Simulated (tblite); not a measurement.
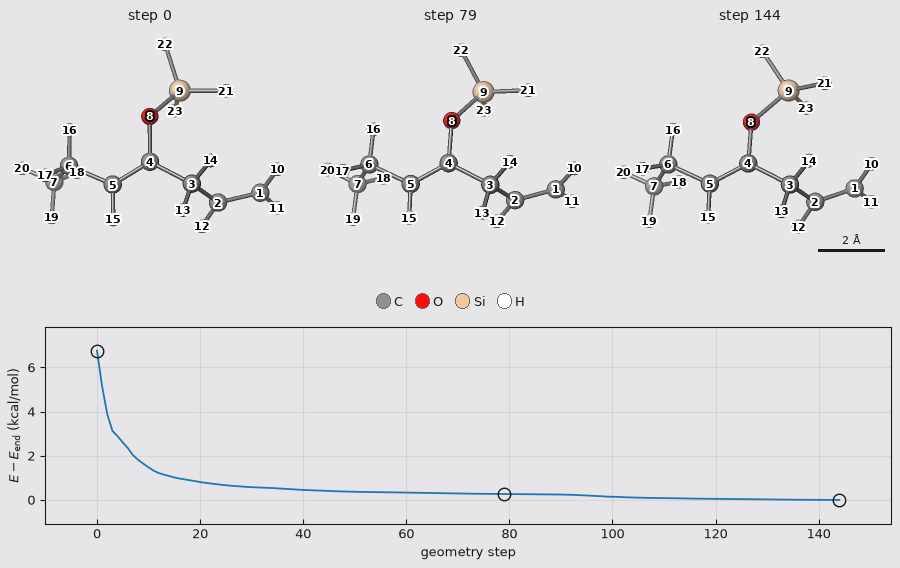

Frames of a relaxation of C7H14OSi, marked on the history of the run. The picture is a ball-and-stick view, seen at a tilt.

These are results of GFN2-xTB geometry optimisation, gas phase in tblite 0.8.0, not measurements. 

**Describe the path.**

The largest move after the best rigid fit is that of H23, 0.99 Å. By element the largest moves are H 0.99 Å, O 0.46 Å, C 0.30 Å, Si 0.29 Å. Among the contacts that change: O8–Si9 1.661 → 1.617 Å, C4–O8 1.392 → 1.353 Å, Si9–H22 1.492 → 1.456 Å, C1–C2 1.349 → 1.320 Å. Among the angles between lasting bonds that change: C4–O8–Si9 120.8° → 137.9°, O8–Si9–H22 109.1° → 98.8°, H22–Si9–H23 108.0° → 113.5°. Groups turn about C4–O8 by about 40°. Over 144 geometry steps the energy falls by 6.76 kcal/mol. The run took 3.4 s on 1 thread of Intel(R) Xeon(R) Processor @ 2.70GHz, with other jobs on the host. From step 0 to 79: H15 moves most (0.34 Å), energy −6.49 kcal/mol. From step 79 to 144: H23 moves most (0.72 Å), energy −0.27 kcal/mol.
